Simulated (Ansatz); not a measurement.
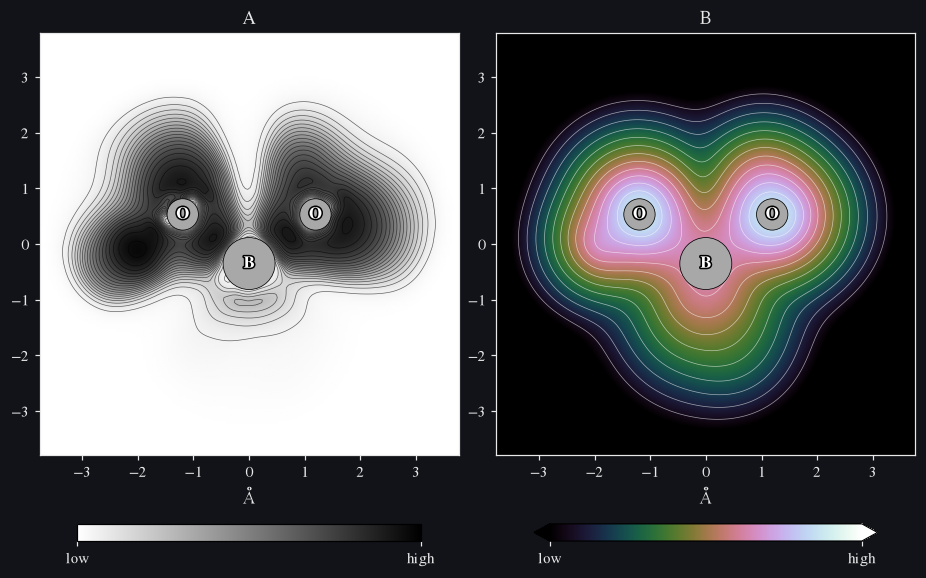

BH4O4 (charge −1): 2 fields on the plane of atoms O2, B1 and O6, with unlabelled colour scales. Grey discs cover the atomic cores.

Geometry: r2SCAN-D4/def2-SVPD.

These are results of RKS PBE0-D4/def2-TZVPD in Ansatz, not measurements.

Question: Match the panels to the quantities (electron density and electron localisation function).

Answer: Panel A: electron localisation function. Panel B: electron density. From the grid: B–O (1.48 Å): the density is about 1.6 e/Å³ at the midpoint; the ELF peaks at about 0.90 between the atoms; a shared but strongly polarised pair.
